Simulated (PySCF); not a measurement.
| atom | x (Å) | y (Å) | z (Å) |
| --- | --- | --- | --- |
| C | 2.6946 | 0.5710 | -0.5117 |
| C | 1.8318 | -0.1954 | -0.1956 |
| C | 0.7507 | -1.0824 | 0.1888 |
| C | -0.5133 | -0.3034 | 0.3935 |
| C | -1.2464 | -0.2296 | 1.5127 |
| S | -2.6260 | 0.8378 | 1.2378 |
| Si | -1.5307 | 0.8621 | -0.6809 |
| H | 3.4691 | 1.2240 | -0.7838 |
| H | 1.0191 | -1.6054 | 1.1123 |
| H | 0.6090 | -1.8263 | -0.6035 |
| H | -1.1100 | -0.7077 | 2.4677 |
| H | -1.0048 | 2.1897 | -0.9430 |
| H | -2.3474 | 0.2661 | -1.7263 |

Geometry: GFN2-xTB.

Method: B3LYP/def2-SVPD, SCF density, gas phase in PySCF.

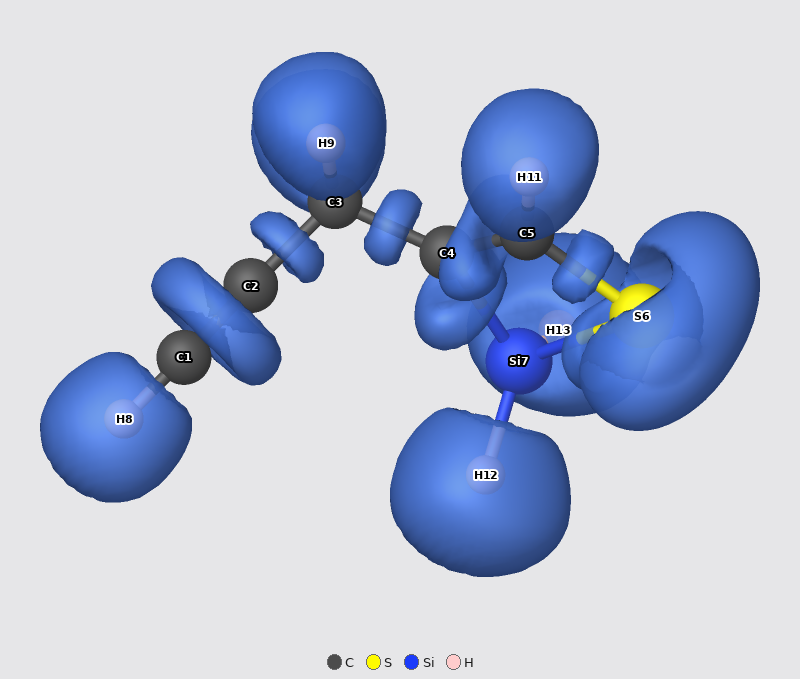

C$_{5}$H$_{6}$SSi (SMILES C#CCC1=CS[SiH2]1). Isosurface of the ELF at 0.8 (blue), seen at a tilt. Core shells and regions of very low density are left out.

What do the ELF domains correspond to?

The surface consists of four regions between bonded C–C atoms (shared pairs), one region between bonded C–S atoms (shared pairs), one region between bonded C–Si atoms (shared pairs), six regions around hydrogen nuclei and one region on S in which the atom's valence shell and bonds are merged. Profiles from the grid: C–C (1.20 Å): the ELF peaks at about 0.80 between the atoms: a multiple bond. C–S (1.77 Å): the ELF peaks at about 0.90 between the atoms (a covalent bond).
